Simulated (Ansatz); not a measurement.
## Electronic structure of C₃H₇N₃Si (SMILES Nn1cncc1[SiH3]) in real space

Input

```
crystal:
  periodic: [false, false, false]
  atoms:
    - {symbol: C, position_ang: [-2.529266, -1.458905, 0.308894]}
    - {symbol: C, position_ang: [-1.693966, -0.507475, 2.017193]}
    - {symbol: C, position_ang: [-1.157272, 0.168543, 0.934333]}
    - {symbol: N, position_ang: [-1.527209, -0.203218, -1.496350]}
    - {symbol: N, position_ang: [-1.720094, -0.474250, -0.156963]}
    - {symbol: N, position_ang: [-2.534208, -1.503666, 1.619049]}
    - {symbol: Si, position_ang: [0.027194, 1.593335, 0.826731]}
    - {symbol: H, position_ang: [-0.542247, -0.308466, -1.734841]}
    - {symbol: H, position_ang: [-1.815784, 0.751673, -1.703768]}
    - {symbol: H, position_ang: [-3.082387, -2.102349, -0.375558]}
    - {symbol: H, position_ang: [-1.503499, -0.310316, 3.072642]}
    - {symbol: H, position_ang: [1.259327, 1.220638, 0.061579]}
    - {symbol: H, position_ang: [0.399221, 1.988436, 2.213858]}
    - {symbol: H, position_ang: [-0.587186, 2.760787, 0.118158]}
basis:
  gaussian:
    orbitals: def2-SVPD
output:
  forces: true
  orbitals: {seedname: orbitals}
hamiltonian:
  xc: {name: PBE0}
```

Command:

```sh
ansatz run input.yaml --threads 2 --pin off --max-ram 5220MiB --events-out events.jsonl --progress --plain --runs-dir runs
```

Geometry: PBE0-D3(BJ)/def2-SVP.

Theory: isolated molecule in a Gaussian basis; Kohn-Sham density functional theory, functional PBE0 (Ansatz 0.2.0).

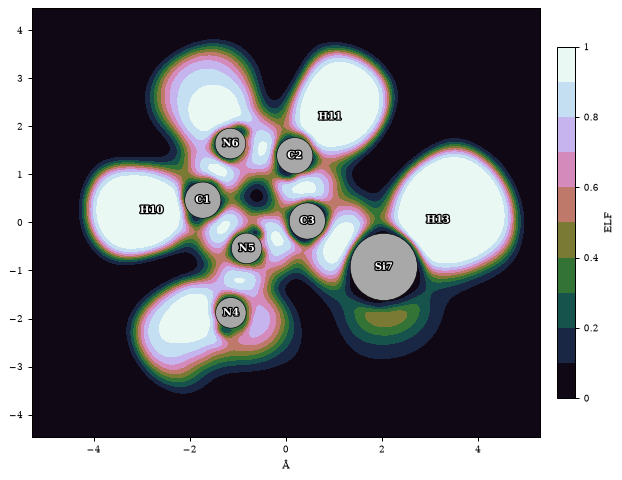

Figure 1. Electron localisation function on the plane of atoms N5, C1 and N6. Grey discs cover the atomic cores.

What do the fields say about this system?

- The plane passes through C, N, Si and H nuclei.
- C–N (1.31 Å): the ELF peaks at about 0.90 between the atoms, as expected for a covalent bond.
- N–N (1.38 Å): the ELF peaks at about 0.90 between the atoms (localised, covalent bonding).
- C–C (1.38 Å): the ELF peaks at about 0.95 between the atoms (localised, covalent bonding).
- C–Si (1.86 Å): the ELF peaks at about 0.95 between the atoms, as expected for a shared electron pair.
- C–N (1.36 Å): the ELF peaks at about 0.90 between the atoms, as expected for a covalent bond.
- The ELF also peaks beside N4 and N6, away from the bonds: lone-pair regions.

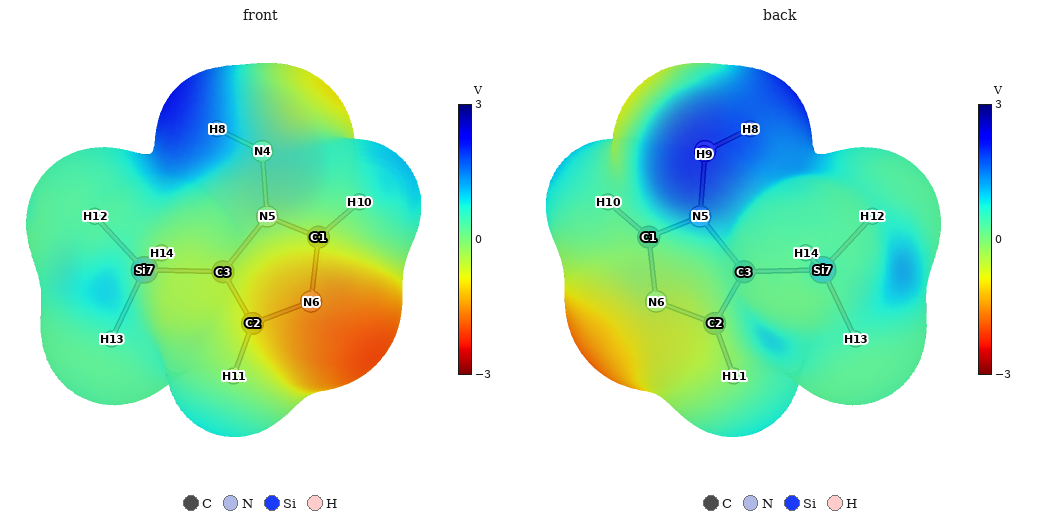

Figure 2. The molecular electrostatic potential painted on the density surface at 0.002 e/bohr³, seen from the front and from behind; red is negative and blue positive.

Which sites attract a positive test charge, and which a negative one?

A positive charge is drawn to the negative regions and a negative charge to the positive ones. The most negative region (about −2.1 V, or −48 kcal/mol for a unit charge) lies over N6, the most positive (about +2.1 V, or +48 kcal/mol for a unit charge) over H8 and H9. N6 is the likeliest acceptor of a hydrogen bond.

What dipole moment does the calculation give?

Its dipole moment is 3.47 D.

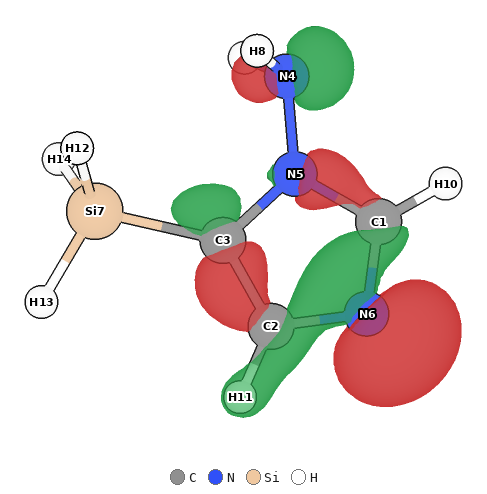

Figure 3. The HOMO−1 at ±0.15 Å⁻³ᐟ² (green and red are the two phases), seen across its widest extent.

What is the character of this orbital?

By Hirshfeld shares it lies mainly on N6 (about 60 %), C2 (about 10 %), N4 (about 10 %), C1 (about 5 %) and C3 (about 5 %). Its energy is −7.74 eV.
